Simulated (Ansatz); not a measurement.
# In7N7 zinc blende off sphere (In₇N₇H₂₀): structure and electronic state

Aim: characterise In7N7 zinc blende off sphere (In₇N₇H₂₀) as a singlet: its structure, frontier levels and distribution of charge.

Program: Ansatz 0.2.0, Gaussian basis. Level of theory: RKS PBE0-D4/def2-TZVP. These are calculated values, not measurements.

The runs, in order: relaxation at PBE-D4/def2-SVP; a single point at PBE0-D4/def2-TZVP.

1 further run of the same task is left out (set aside as unsound or not needed).

### 1 Starting geometry

34 atoms, charge 0, spin multiplicity 1.

Atoms are counted from 1 here; the program's logs count them from 0.

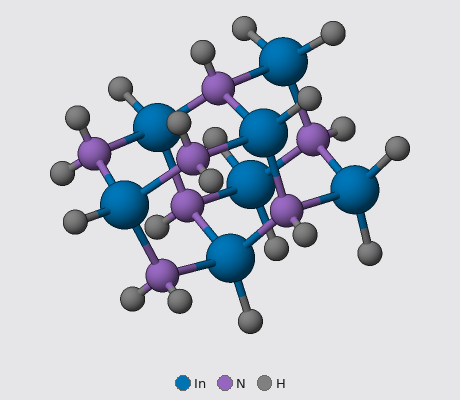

Start geometry, drawn with indium blue, nitrogen purple, hydrogen grey.

Coordinates:

```tsv
atom	x (Å)	y (Å)	z (Å)
In1	0.61141	-3.14671	0.61202
In2	-1.92792	1.93171	-1.92620
In3	0.75292	-0.75943	-1.82476
In4	-1.82721	-0.75844	0.75942
In5	0.61534	-0.61769	3.14310
In6	0.75704	1.82350	0.75914
In7	3.14359	-0.61241	0.60976
N8	-3.03133	0.62988	-0.62286
N9	-0.64544	-1.77709	-0.64059
N10	1.78855	-1.78992	1.78308
N11	-0.62649	0.63058	-3.03152
N12	-0.62151	3.03447	-0.62757
N13	1.77119	0.64066	-0.64307
N14	-0.64137	0.63877	1.77751
H15	1.60395	-3.89352	-0.55808
H16	-0.55466	-3.89098	1.61162
H17	-2.89977	2.90249	-2.89508
H18	1.61117	-1.61993	-2.98175
H19	-2.98353	-1.61680	1.62002
H20	-0.55162	-1.61656	3.88763
H21	1.61192	0.55042	3.88772
H22	1.61674	2.97942	1.61951
H23	3.88971	-1.60597	-0.56090
H24	3.88585	0.55626	1.60759
H25	-3.65290	0.03194	-1.16872
H26	-3.64628	1.17819	-0.01968
H27	-1.22363	-2.39309	-1.21741
H28	2.38128	-2.38205	2.37408
H29	-1.17177	0.03413	-3.65514
H30	-0.02126	1.17963	-3.64342
H31	-0.01534	3.64524	-1.17680
H32	-1.16479	3.65919	-0.03050
H33	2.38455	1.21855	-1.22206
H34	-1.21839	1.21556	2.39392
```

In takes a core potential in the def2 sets. No spin-orbit coupling is included.

The start is a GFN2-xTB geometry.

### 2 Relaxation at PBE-D4/def2-SVP

Contents of in.yaml:

```yaml
crystal:
  periodic: [false, false, false]
  atoms:
    - {symbol: In, position_ang: [0.611410, -3.146710, 0.612020]}
    - {symbol: In, position_ang: [-1.927920, 1.931710, -1.926200]}
    - {symbol: In, position_ang: [0.752920, -0.759430, -1.824760]}
    - {symbol: In, position_ang: [-1.827210, -0.758440, 0.759420]}
    - {symbol: In, position_ang: [0.615340, -0.617690, 3.143100]}
    - {symbol: In, position_ang: [0.757040, 1.823500, 0.759140]}
    - {symbol: In, position_ang: [3.143590, -0.612410, 0.609760]}
    - {symbol: N, position_ang: [-3.031330, 0.629880, -0.622860]}
    - {symbol: N, position_ang: [-0.645440, -1.777090, -0.640590]}
    - {symbol: N, position_ang: [1.788550, -1.789920, 1.783080]}
    - {symbol: N, position_ang: [-0.626490, 0.630580, -3.031520]}
    - {symbol: N, position_ang: [-0.621510, 3.034470, -0.627570]}
    - {symbol: N, position_ang: [1.771190, 0.640660, -0.643070]}
    - {symbol: N, position_ang: [-0.641370, 0.638770, 1.777510]}
    - {symbol: H, position_ang: [1.603950, -3.893520, -0.558080]}
    - {symbol: H, position_ang: [-0.554660, -3.890980, 1.611620]}
    - {symbol: H, position_ang: [-2.899770, 2.902490, -2.895080]}
    - {symbol: H, position_ang: [1.611170, -1.619930, -2.981750]}
    - {symbol: H, position_ang: [-2.983530, -1.616800, 1.620020]}
    - {symbol: H, position_ang: [-0.551620, -1.616560, 3.887630]}
    - {symbol: H, position_ang: [1.611920, 0.550420, 3.887720]}
    - {symbol: H, position_ang: [1.616740, 2.979420, 1.619510]}
    - {symbol: H, position_ang: [3.889710, -1.605970, -0.560900]}
    - {symbol: H, position_ang: [3.885850, 0.556260, 1.607590]}
    - {symbol: H, position_ang: [-3.652900, 0.031940, -1.168720]}
    - {symbol: H, position_ang: [-3.646280, 1.178190, -0.019680]}
    - {symbol: H, position_ang: [-1.223630, -2.393090, -1.217410]}
    - {symbol: H, position_ang: [2.381280, -2.382050, 2.374080]}
    - {symbol: H, position_ang: [-1.171770, 0.034130, -3.655140]}
    - {symbol: H, position_ang: [-0.021260, 1.179630, -3.643420]}
    - {symbol: H, position_ang: [-0.015340, 3.645240, -1.176800]}
    - {symbol: H, position_ang: [-1.164790, 3.659190, -0.030500]}
    - {symbol: H, position_ang: [2.384550, 1.218550, -1.222060]}
    - {symbol: H, position_ang: [-1.218390, 1.215560, 2.393920]}
basis:
  gaussian: {orbitals: def2-SVP}
hamiltonian: {xc: pbe, dispersion: d4}
scf: {lower_state_search: "off"}
output: {orbitals: {seedname: orbitals}}
relax: {f_tol: 0.03, max_steps: 70}
```

Launch:

```console
ansatz run in.yaml --threads 2 --pin off --events-out ev --progress --plain --max-ram 32768MiB --backend cuda --devices 0, --max-vram 18GiB
```

What it wrote:

```text
Functional definition: PBE
  name "PBE"
  cite "Perdew, Burke & Ernzerhof, Phys. Rev. Lett. 77, 3865 (1996) doi:10.1103/PhysRevLett.77.3865"
  parent pbe
  parameter kappa = 0.804
  parameter beta = 0.06672455060314922
  exchange = pbe_x(kappa = kappa, mu = beta*pi^2/3)
  correlation = pbe_c(beta = beta)
these checks for a lower state are left out or cut short: stability, starts, cluster_reference, orbital_swaps, neighbouring_geometries, increment
4576 factors; their error is unknown
mean field evaluation 1: about -46895.0689 eV, gradient 1.7e2 eV
mean field evaluation 2: about -46605.8501 eV, gradient 3.5e2 eV
mean field evaluation 4: about -46951.4655 eV, gradient 4.1e1 eV
mean field evaluation 8: about -46955.3206 eV, gradient 1.2e0 eV
mean field evaluation 16: about -46955.2107 eV, gradient 3.8e-3 eV
mean field -46955.21065827 eV, -1725.5721643065 hartree, gradient 7.4e-6 eV, S^2 0.000000; 0 other end points of the search recorded, 0 dependent functions left out
the calculation of the forces begins
reference -46955.21076515 eV, -1725.5721682343 hartree; 108, 108 occupied and 272, 272 virtual orbitals, 4576 factors
relax step   1: F+E_penalty+E_count = -46957.09048937 eV  Δ(F+E_penalty+E_count) = +0.000e0 eV  max|allowed force component| = 9.371e-1 eV/Å  Δτ_max = 0.0000 Å  (23 SCF iters, accepted)
these checks for a lower state are left out or cut short: stability, starts, cluster_reference, orbital_swaps, neighbouring_geometries, increment
4576 factors; their error is unknown
mean field evaluation 32: about -46955.8974 eV, gradient 1.4e-4 eV
mean field -46955.89737786 eV, -1725.5974007859 hartree, gradient 1.5e-6 eV, S^2 0.000000; 0 other end points of the search recorded, 0 dependent functions left out
the calculation of the forces begins
reference -46955.89748609 eV, -1725.5974047632 hartree; 108, 108 occupied and 272, 272 virtual orbitals, 4576 factors
relax step   2: F+E_penalty+E_count = -46957.68818889 eV  Δ(F+E_penalty+E_count) = -5.977e-1 eV  max|allowed force component| = 3.806e-1 eV/Å  Δτ_max = 0.1948 Å  (28 SCF iters, accepted)
these checks for a lower state are left out or cut short: stability, starts, cluster_reference, orbital_swaps, neighbouring_geometries, increment
4576 factors; their error is unknown
mean field -46955.82586689 eV, -1725.5947728063 hartree, gradient 2.5e-6 eV, S^2 0.000000; 0 other end points of the search recorded, 0 dependent functions left out
the calculation of the forces begins
reference -46955.82597705 eV, -1725.5947768547 hartree; 108, 108 occupied and 272, 272 virtual orbitals, 4576 factors
relax step   3: F+E_penalty+E_count = -46957.56653902 eV  Δ(F+E_penalty+E_count) = +1.216e-1 eV  max|allowed force component| = 6.078e-1 eV/Å  Δτ_max = 0.2000 Å  (21 SCF iters, rejected (line search))
these checks for a lower state are left out or cut short: stability, starts, cluster_reference, orbital_swaps, neighbouring_geometries, increment
4576 factors; their error is unknown
mean field -46956.02221733 eV, -1725.6019885519 hartree, gradient 2.2e-6 eV, S^2 0.000000; 0 other end points of the search recorded, 0 dependent functions left out
the calculation of the forces begins
reference -46956.02232652 eV, -1725.6019925644 hartree; 108, 108 occupied and 272, 272 virtual orbitals, 4576 factors
relax step   4: F+E_penalty+E_count = -46957.80308390 eV  Δ(F+E_penalty+E_count) = -1.149e-1 eV  max|allowed force component| = 1.212e-1 eV/Å  Δτ_max = 0.0966 Å  (21 SCF iters, accepted)
these checks for a lower state are left out or cut short: stability, starts, cluster_reference, orbital_swaps, neighbouring_geometries, increment
4576 factors; their error is unknown
mean field -46956.03271562 eV, -1725.6023743570 hartree, gradient 1.4e-6 eV, S^2 0.000000; 0 other end points of the search recorded, 0 dependent functions left out
the calculation of the forces begins
reference -46956.03282499 eV, -1725.6023783762 hartree; 108, 108 occupied and 272, 272 virtual orbitals, 4576 factors
relax step   5: F+E_penalty+E_count = -46957.81163572 eV  Δ(F+E_penalty+E_count) = -8.552e-3 eV  max|allowed force component| = 2.434e-2 eV/Å  Δτ_max = 0.0386 Å  (21 SCF iters, accepted)
Total energy: -46957.81174509 eV, -1725.6677524839 hartree
Atom 0 at     0.650081    -3.292397     0.649842 Å, force     0.003665     0.005859     0.003516 eV/Å
Atom 1 at    -2.030371     2.032781    -2.027588 Å, force    -0.010070     0.009341    -0.009567 eV/Å
Atom 2 at     0.744243    -0.747216    -1.901928 Å, force     0.008173    -0.008942     0.024248 eV/Å
Atom 3 at    -1.901985    -0.746859     0.748482 Å, force     0.024344    -0.008646     0.007903 eV/Å
Atom 4 at     0.653749    -0.655401     3.290183 Å, force     0.003928    -0.003665    -0.005570 eV/Å
Atom 5 at     0.748117     1.899979     0.748157 Å, force     0.008185    -0.024340     0.008531 eV/Å
Atom 6 at     3.290786    -0.653822     0.649172 Å, force    -0.005593    -0.003763     0.003671 eV/Å
Atom 7 at    -3.068759     0.670990    -0.663760 Å, force    -0.011829     0.018965    -0.018937 eV/Å
Atom 8 at    -0.592347    -1.804163    -0.590037 Å, force    -0.003202     0.011928    -0.003711 eV/Å
Atom 9 at     1.812662    -1.814916     1.809606 Å, force    -0.007223     0.007257    -0.007257 eV/Å
Atom 10 at    -0.668674     0.670516    -3.068032 Å, force    -0.018870     0.018940    -0.012115 eV/Å
Atom 11 at    -0.664133     3.069849    -0.667284 Å, force    -0.018724     0.011948    -0.018629 eV/Å
Atom 12 at     1.802989     0.588692    -0.590769 Å, force    -0.011659     0.003757    -0.003765 eV/Å
Atom 13 at    -0.588703     0.588441     1.805297 Å, force    -0.003423     0.003708    -0.011525 eV/Å
Atom 14 at     1.668746    -4.058730    -0.549195 Å, force     0.004980    -0.002669    -0.004394 eV/Å
Atom 15 at    -0.546822    -4.057853     1.671646 Å, force    -0.004369    -0.003023     0.004831 eV/Å
Atom 16 at    -3.037109     3.039033    -3.031569 Å, force     0.004706    -0.004541     0.004553 eV/Å
Atom 17 at     1.562632    -1.567745    -3.193783 Å, force    -0.003066     0.003493    -0.013908 eV/Å
Atom 18 at    -3.193215    -1.566659     1.568542 Å, force    -0.014045     0.003444    -0.003136 eV/Å
Atom 19 at    -0.543965    -1.676298     4.055614 Å, force    -0.004445    -0.004766     0.002993 eV/Å
Atom 20 at     1.675386     0.540897     4.056790 Å, force     0.004673     0.004388     0.003009 eV/Å
Atom 21 at     1.569203     3.189708     1.569278 Å, force    -0.003088     0.013993    -0.003380 eV/Å
Atom 22 at     4.056649    -1.673278    -0.549491 Å, force     0.002735    -0.005089    -0.004080 eV/Å
Atom 23 at     4.056642     0.543628     1.670115 Å, force     0.003213     0.004013     0.004882 eV/Å
Atom 24 at    -3.711020     0.074544    -1.209185 Å, force     0.007323    -0.007620     0.001705 eV/Å
Atom 25 at    -3.705935     1.218584    -0.063858 Å, force     0.006945    -0.001921     0.007789 eV/Å
Atom 26 at    -1.169561    -2.439303    -1.166274 Å, force     0.003738    -0.004832     0.003747 eV/Å
Atom 27 at     2.411493    -2.414115     2.407084 Å, force     0.005263    -0.005314     0.005496 eV/Å
Atom 28 at    -1.214655     0.074269    -3.709992 Å, force     0.001431    -0.007687     0.007603 eV/Å
Atom 29 at    -0.068952     1.217949    -3.705517 Å, force     0.007567    -0.002041     0.006820 eV/Å
Atom 30 at    -0.063444     3.705732    -1.215518 Å, force     0.007409    -0.006908     0.001774 eV/Å
Atom 31 at    -1.207638     3.713300    -0.070387 Å, force     0.001449    -0.007626     0.007873 eV/Å
Atom 32 at     2.438069     1.165249    -1.167724 Å, force     0.005919    -0.003955     0.004029 eV/Å
Atom 33 at    -1.164160     1.164615     2.442090 Å, force     0.003959    -0.003683     0.005000 eV/Å
Dipole moment:    -1.415134     1.418481    -1.414370 e Å
Checks for a lower state left out: stability, starts, cluster_reference, orbital_swaps, neighbouring_geometries, increment
```

It took 23 s on 1 × H100 (card shared with other runs) with 2 threads of AMD EPYC 7R13, shared host; peak host memory 1.1 GiB.

Relaxation path: (the energy doesn't fall at every step)

```tsv
step	energy from step 1 (eV)	largest force component (eV/Å)
1	0.0000	0.9371
2	-0.5977	0.3806
3	-0.4760	0.6078
4	-0.7126	0.1212
5	-0.7211	0.0243
```

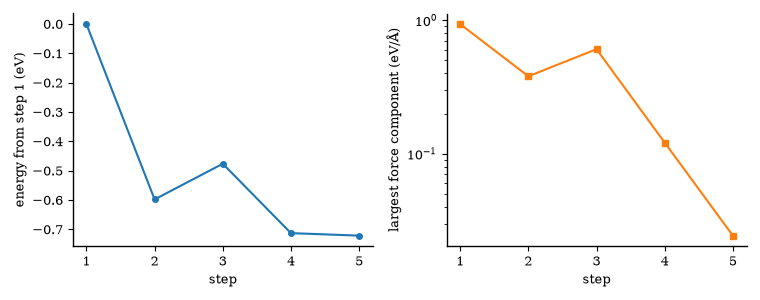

Energy and force, step by step.

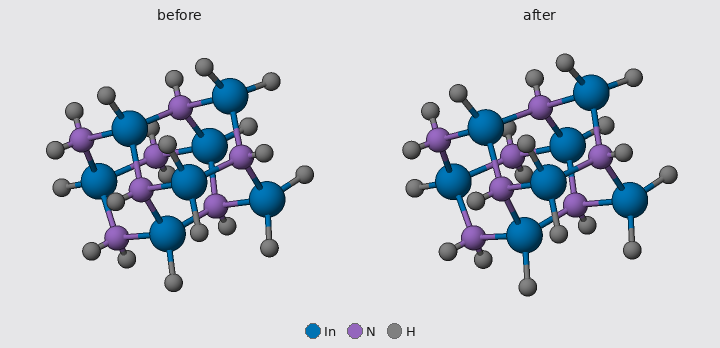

Before and after, at one scale.

Distances of close pairs at the start and the end, largest changes first:

```tsv
bond	before (Å)	after (Å)	change (Å)
In1–N10	2.144	2.209	+0.065
In7–N10	2.145	2.209	+0.064
In5–N10	2.145	2.209	+0.064
In2–H17	1.681	1.742	+0.061
In5–N14	2.241	2.301	+0.060
In7–N13	2.241	2.301	+0.060
In1–N9	2.242	2.301	+0.060
In4–H19	1.678	1.735	+0.058
```

Bonds by kind at the end (by distance):

```tsv
bond	count	shortest (Å)	longest (Å)
In–N	18	2.150	2.317
H–N	10	1.032	1.037
H–In	10	1.735	1.750
```

### 3 Single point, PBE0-D4/def2-TZVP

start.molden holds the orbitals of an earlier run on this state, given as this run's starting guess.

Contents of in.yaml:

```yaml
crystal:
  periodic: [false, false, false]
  atoms:
    - {symbol: In, position_ang: [0.650081, -3.292397, 0.649842]}
    - {symbol: In, position_ang: [-2.030371, 2.032781, -2.027588]}
    - {symbol: In, position_ang: [0.744243, -0.747216, -1.901928]}
    - {symbol: In, position_ang: [-1.901985, -0.746859, 0.748482]}
    - {symbol: In, position_ang: [0.653749, -0.655401, 3.290183]}
    - {symbol: In, position_ang: [0.748117, 1.899979, 0.748157]}
    - {symbol: In, position_ang: [3.290786, -0.653822, 0.649172]}
    - {symbol: N, position_ang: [-3.068759, 0.670990, -0.663760]}
    - {symbol: N, position_ang: [-0.592347, -1.804163, -0.590037]}
    - {symbol: N, position_ang: [1.812662, -1.814916, 1.809606]}
    - {symbol: N, position_ang: [-0.668674, 0.670516, -3.068032]}
    - {symbol: N, position_ang: [-0.664133, 3.069849, -0.667284]}
    - {symbol: N, position_ang: [1.802989, 0.588692, -0.590769]}
    - {symbol: N, position_ang: [-0.588703, 0.588441, 1.805297]}
    - {symbol: H, position_ang: [1.668746, -4.058730, -0.549195]}
    - {symbol: H, position_ang: [-0.546822, -4.057853, 1.671646]}
    - {symbol: H, position_ang: [-3.037109, 3.039033, -3.031569]}
    - {symbol: H, position_ang: [1.562632, -1.567745, -3.193783]}
    - {symbol: H, position_ang: [-3.193215, -1.566659, 1.568542]}
    - {symbol: H, position_ang: [-0.543965, -1.676298, 4.055614]}
    - {symbol: H, position_ang: [1.675386, 0.540897, 4.056790]}
    - {symbol: H, position_ang: [1.569203, 3.189708, 1.569278]}
    - {symbol: H, position_ang: [4.056649, -1.673278, -0.549491]}
    - {symbol: H, position_ang: [4.056642, 0.543628, 1.670115]}
    - {symbol: H, position_ang: [-3.711020, 0.074544, -1.209185]}
    - {symbol: H, position_ang: [-3.705935, 1.218584, -0.063858]}
    - {symbol: H, position_ang: [-1.169561, -2.439303, -1.166274]}
    - {symbol: H, position_ang: [2.411493, -2.414115, 2.407084]}
    - {symbol: H, position_ang: [-1.214655, 0.074269, -3.709992]}
    - {symbol: H, position_ang: [-0.068952, 1.217949, -3.705517]}
    - {symbol: H, position_ang: [-0.063444, 3.705732, -1.215518]}
    - {symbol: H, position_ang: [-1.207638, 3.713300, -0.070387]}
    - {symbol: H, position_ang: [2.438069, 1.165249, -1.167724]}
    - {symbol: H, position_ang: [-1.164160, 1.164615, 2.442090]}
basis:
  gaussian: {orbitals: def2-TZVP, fitting: {mean_field: def2-universal-jkfit}, initial_orbitals: start.molden}
hamiltonian: {xc: pbe0, dispersion: d4}
scf: {omitted_lower_state_checks: [starts]}
output: {forces: true, orbitals: {seedname: orbitals}}
```

Launched as before.

What it wrote (excerpt; [...] marks lines left out):

```text
Functional definition: PBE0
  name "PBE0"
  cite "Adamo & Barone, J. Chem. Phys. 110, 6158 (1999) doi:10.1063/1.478522"
  cite "Perdew, Burke & Ernzerhof, Phys. Rev. Lett. 77, 3865 (1996) doi:10.1103/PhysRevLett.77.3865"
  parent pbe
[...]
2425 factors; integrals over basis functions are off by at most 6.3e-1 eV
[...]
mean field -46970.83782234 eV, -1726.1464519938 hartree, gradient 2.5e-5 eV, S^2 0.000000; 0 other end points of the search recorded, 0 dependent functions left out
[...]
reference -46970.83792288 eV, -1726.1464556883 hartree; 108, 108 occupied and 579, 579 virtual orbitals, 2425 factors
Total energy: -46972.43030396 eV, -1726.2049746137 hartree
Atom 0 at     0.650081    -3.292397     0.649842 Å, force     0.036386     0.244385     0.036263 eV/Å
Atom 1 at    -2.030371     2.032781    -2.027588 Å, force     0.144363    -0.144458     0.144015 eV/Å
[...]
Atom 25 at    -3.705935     1.218584    -0.063858 Å, force     0.399956    -0.329876    -0.349040 eV/Å
Atom 26 at    -1.169561    -2.439303    -1.166274 Å, force     0.357049     0.385290     0.356454 eV/Å
Atom 27 at     2.411493    -2.414115     2.407084 Å, force    -0.351740     0.351915    -0.350719 eV/Å
Atom 28 at    -1.214655     0.074269    -3.709992 Å, force     0.328475     0.347080     0.403509 eV/Å
Atom 29 at    -0.068952     1.217949    -3.705517 Å, force    -0.349115    -0.329908     0.400020 eV/Å
Atom 30 at    -0.063444     3.705732    -1.215518 Å, force    -0.349821    -0.399142     0.330094 eV/Å
Atom 31 at    -1.207638     3.713300    -0.070387 Å, force     0.326982    -0.404401    -0.347276 eV/Å
Atom 32 at     2.438069     1.165249    -1.167724 Å, force    -0.384060    -0.356820     0.357140 eV/Å
Atom 33 at    -1.164160     1.164615     2.442090 Å, force     0.356181    -0.356319    -0.386084 eV/Å
Dipole moment:    -1.384264     1.387447    -1.383435 e Å
Checks for a lower state left out: starts
```

It took 11 s on 1 × H100 (card shared with other runs) with 2 threads of AMD EPYC 7R13, shared host; peak host memory 1.5 GiB.

HOMO -6.74 eV, LUMO -1.51 eV.

Mulliken charges, from this run's orbitals:

In1 0.51; In2 0.85; In3 0.85; In4 0.85; In5 0.51; In6 0.85; In7 0.51; N8 -0.87; N9 -0.99; N10 -0.98; N11 -0.87; N12 -0.87; N13 -0.99; N14 -0.99; H15 -0.12; H16 -0.12; H17 -0.09; H18 -0.08; H19 -0.08; H20 -0.12; H21 -0.12; H22 -0.08; H23 -0.12; H24 -0.12; H25 0.27; H26 0.27; H27 0.25; H28 0.25; H29 0.27; H30 0.27; H31 0.27; H32 0.27; H33 0.25; H34 0.25

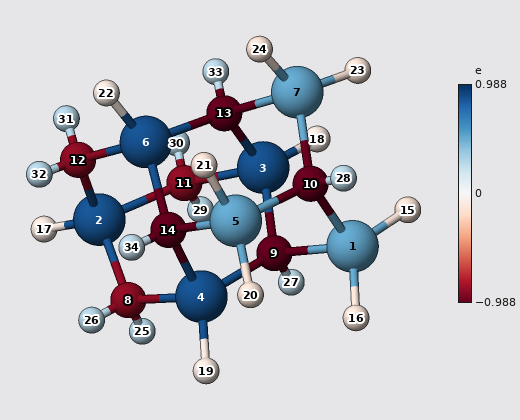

Mulliken charges, from this run's orbitals, as colours on the atoms.

Largest Mayer bond orders: In3–H18 0.93; In4–H19 0.93; In6–H22 0.93; In2–H17 0.92; In1–H15 0.92; In1–H16 0.92; In5–H20 0.92; In5–H21 0.92; In7–H23 0.92; In7–H24 0.92.

### 4 What came out

```
                       quantity                            value
                    point group                              C3v
 commonest bond, hydrogen aside  In–N, 18 of mean length 2.219 Å
HOMO, LUMO at PBE0-D4/def2-TZVP                  -6.74, -1.51 eV
      dipole at PBE-D4/def2-SVP                          11.78 D
```

In words: The molecule keeps its bonding pattern by the stored test; the atoms moved 0.14 Å (rms). No usable vibrations, so a minimum isn't proven. Whether this spin is the lowest isn't tested here.
